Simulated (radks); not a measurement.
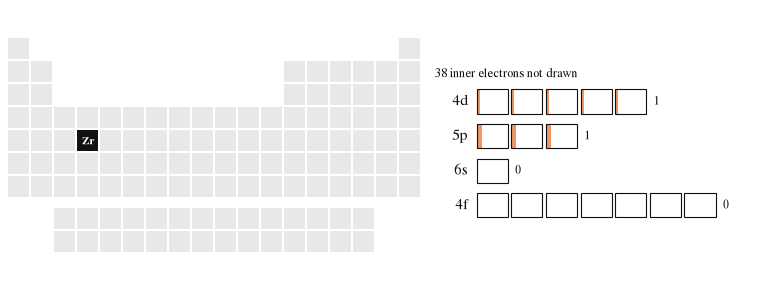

**Figure 1.** Left, the place of zirconium in the periodic table; right, the outer shells as the input fills them: a box for each of the 2l + 1 orbitals, shaded by the share of the shell that is filled, with the electron count at the right.

Zr: atomic calculation

- system: atomic zirconium (Zr) in the configuration [Kr] 4d1 5s2 5p1 (4d3/2: 1, 5p1/2: 1).
- method: Dirac Kohn-Sham, exchange-only LDA, spin-unpolarised, spherical densities, point nucleus (the in-house radial solver radks)

**Input file**
```
Z 40
configuration [Kr] 4d1 5s2 5p1 6s0 4f0
relativity Dirac
functional lda,
spin unpolarised
j_filling energy
nucleus point
c 137.035999084
```

Energies in input and log are in hartree, lengths in bohr.

The run was one of a batch that the task file lists, launched with:
```bash
python <driver script> task.json out
```

**Output**
```
1s1/2   1   2.0000        -653.86542304
2s1/2   1   2.0000         -90.67699580
2p1/2   1   2.0000         -83.07237444
2p3/2   1   4.0000         -79.92340215
3s1/2   1   2.0000         -14.91346428
3p1/2   1   2.0000         -12.08231652
3p3/2   1   4.0000         -11.58034320
3d3/2   1   4.0000          -6.56951302
3d5/2   1   6.0000          -6.47774978
4s1/2   1   2.0000          -2.09476444
4p1/2   1   2.0000          -1.32713953
4p3/2   1   4.0000          -1.25975426
4d3/2   1   1.0000          -0.19871900
4d5/2   1   0.0000          -0.19317889
5s1/2   1   2.0000          -0.18633974
5p1/2   1   1.0000          -0.06485714
5p3/2   1   0.0000          -0.06019520
6s1/2   1   0.0000          -0.00447883
4f5/2   1   0.0000           0.00027128
4f7/2   1   0.0000           0.00027128
Etot -3591.2734121795174
Ekin 3712.9507672564328
Encl -8671.780593114927
Eh 1473.7822699299118
Exc -106.22585625093481
err 1.310803932833154e-09
it 14
```

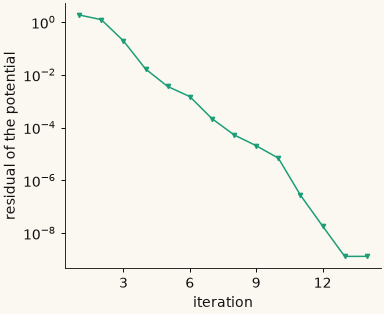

**Figure 2.** Convergence: residual of the potential against the iteration. The residual falls almost steadily, with no more than small rises or pauses. It goes from 1.9 to 1.3×10⁻⁹ in 14 steps.

**Orbitals**

| orbital | occupation | energy (eV) | ⟨r⟩ (bohr) | outer maximum (bohr) |
| --- | --- | --- | --- | --- |
| 1s | 2 | −17792.6 | 0.03711 | 0.0242 |
| 2s | 2 | −2467.4 | 0.1625 | 0.137 |
| 2p1/2 | 2 | −2260.5 | 0.1388 | 0.107 |
| 2p3/2 | 4 | −2174.8 | 0.1431 | 0.111 |
| 3s | 2 | −405.816 | 0.4593 | 0.409 |
| 3p1/2 | 2 | −328.777 | 0.4557 | 0.396 |
| 3p3/2 | 4 | −315.117 | 0.4662 | 0.406 |
| 3d3/2 | 4 | −178.766 | 0.4509 | 0.345 |
| 3d5/2 | 6 | −176.269 | 0.4545 | 0.348 |
| 4s | 2 | −57.001 | 1.207 | 1.07 |
| 4p1/2 | 2 | −36.113 | 1.337 | 1.16 |
| 4p3/2 | 4 | −34.280 | 1.368 | 1.18 |
| 4d3/2 | 1 | −5.407 | 2.093 | 1.56 |
| 4d5/2 | 0 | −5.257 | 2.114 | 1.57 |
| 5s | 2 | −5.071 | 3.517 | 2.99 |
| 5p1/2 | 1 | −1.765 | 4.731 | 3.81 |
| 5p3/2 | 0 | −1.638 | 4.867 | 3.91 |
| 6s | 0 | −0.122 | 13.44 | 10.1 |

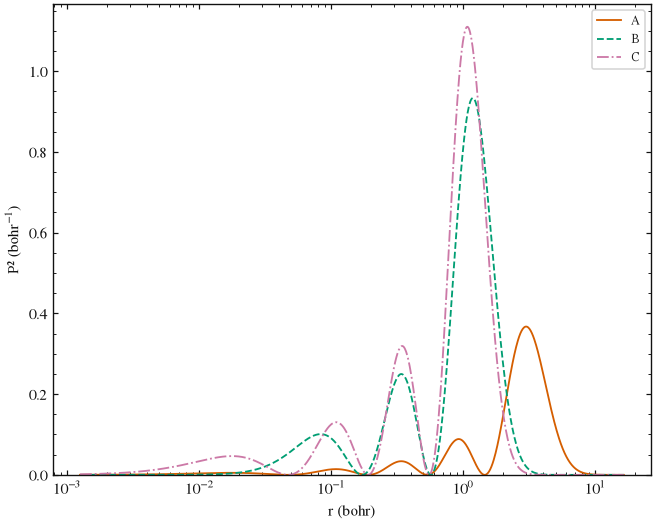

**Figure 3.** The radial probability densities P² (large components) of 4p3/2, 4s and 5s. A is 5s; B is 4p3/2; C is 4s. 4s: outer maximum at 1.07 bohr, ⟨r⟩ = 1.21 bohr, 3 nodes, eigenvalue −57.0 eV; 4p3/2: outer maximum at 1.18 bohr, ⟨r⟩ = 1.37 bohr, 2 nodes, eigenvalue −34.3 eV; 5s: outer maximum at 2.99 bohr, ⟨r⟩ = 3.52 bohr, 4 nodes, eigenvalue −5.07 eV.

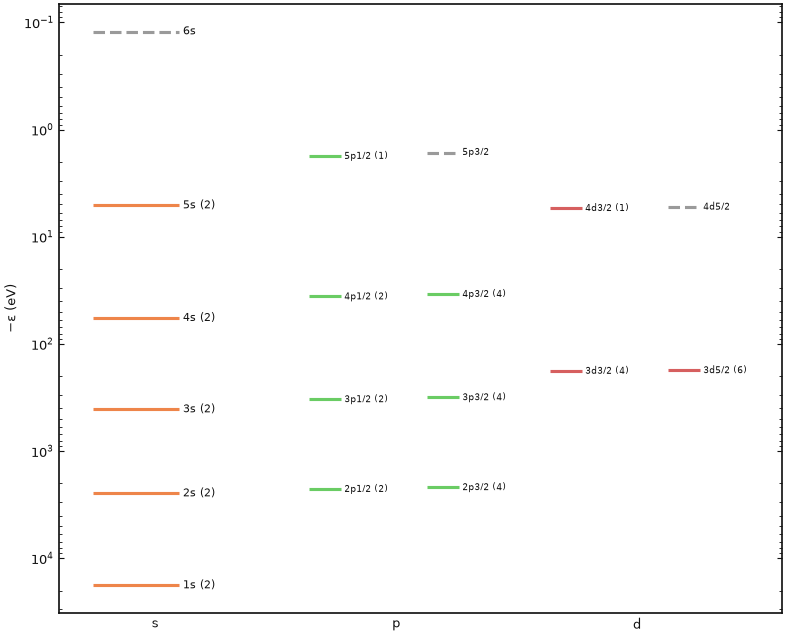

**Figure 4.** The occupied levels and a few empty ones, on a logarithmic scale of binding energy, are drawn (occupations in brackets, the lower j at the left of each column, empty levels dashed). The highest occupied level is 5p1/2 at −1.76 eV. The highest 3 occupied levels, from the top down, are 5p1/2 (−1.76 eV), 5s (−5.07 eV), 4d3/2 (−5.41 eV). The lowest empty level drawn is 4d5/2 at −5.26 eV, below the highest occupied one, so this filling isn't the aufbau one. Spin-orbit splittings: 5p 0.127 eV, 4d 0.151 eV, 4p 1.83 eV, 3d 2.50 eV. The order isn't aufbau: the empty 4d5/2 level lies under the highest occupied one.

**Summary**

| quantity | value |
| --- | --- |
| outcome | converged |
| total energy | −3591.2734 hartree |
| kinetic energy | 3712.9508 hartree |
| electron–nucleus energy | −8671.7806 hartree |
| Hartree energy | 1473.7823 hartree |
| exchange–correlation energy | −106.225856 hartree |
| radius at density 0.001 e/bohr³ | 5.35 bohr |
| SCF iterations | 14 |
| hardware | 1 CPU thread, shared host |
